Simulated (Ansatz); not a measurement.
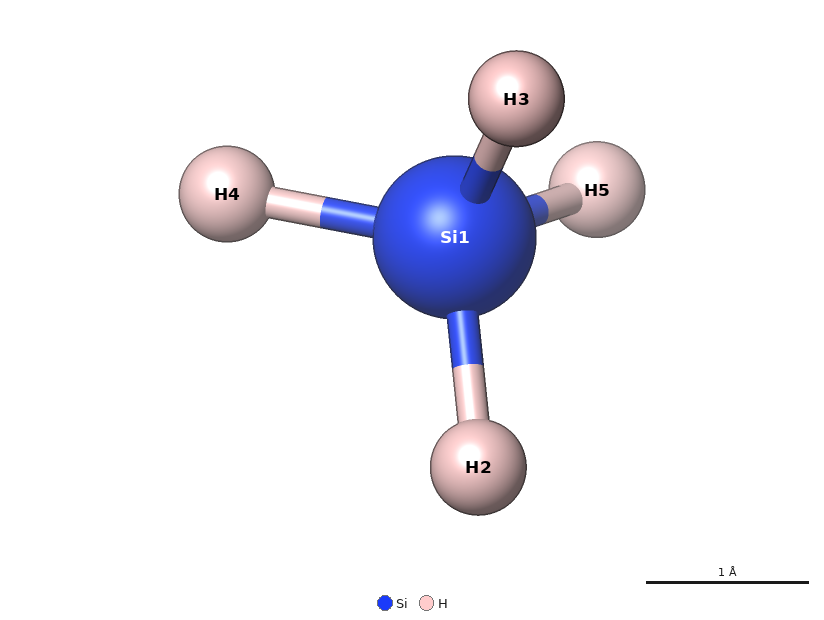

The picture comes from a calculation with Ansatz.

Orthographic view. Atoms fade into the background with distance from the viewer. State: charge +1, doublet. Geometry: a fixed input geometry, not necessarily a minimum.

Write a Z-matrix (Å, degrees) in the order of the atom numbers, with these reference atoms: 2 to 1; 3 to 1, 2; 4 to 1, 3, 2; 5 to 1, 3, 2.

```
Si 
H    1   1.481
H    1   1.481   2   109.4
H    1   1.482   3   109.6   2   120.0
H    1   1.481   3   109.3   2  -119.9
```
